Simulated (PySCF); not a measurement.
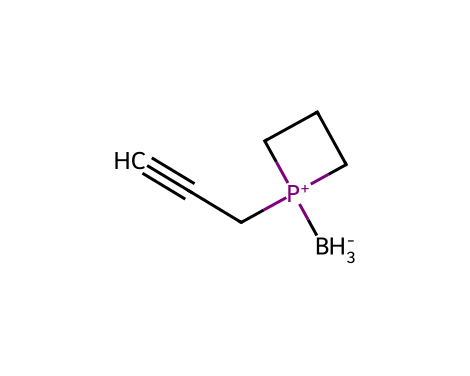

Computed geometry: GFN2-xTB optimisation. No frequency run is at hand to confirm it as a minimum. Properties computed with PBE0/pcSseg-1, gas phase (PySCF 2.14.0).

Give the LUMO energy (Kohn–Sham orbital) at this level.

0.27 eV.

What is the dipole moment?

4.69 D.

Give the HOMO energy (Kohn–Sham orbital) at this level.

−7.96 eV.

The geometry is semi-empirical. Around B, P such bond lengths and angles can be off by a tenth of an ångström or more and by several degrees, and values that hang on the shape move with them.
